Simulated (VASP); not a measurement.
Band structure of Rh (fcc). Calculation: r2SCAN meta-GGA, VASP's PBE PAW potentials (set 64) (plane waves; VASP 6.6.1).

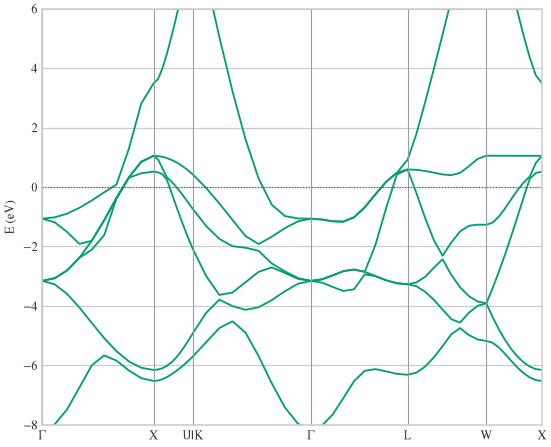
Figure. Bands along high-symmetry lines, zero at the valence-band maximum or, without a gap, the Fermi level

### Question
Read the plot: is there a gap, and where are the band edges?

### Answer
It has no gap at this level: it comes out as a metal or semimetal.

The compound is Rh in the fcc structure. It was relaxed first.
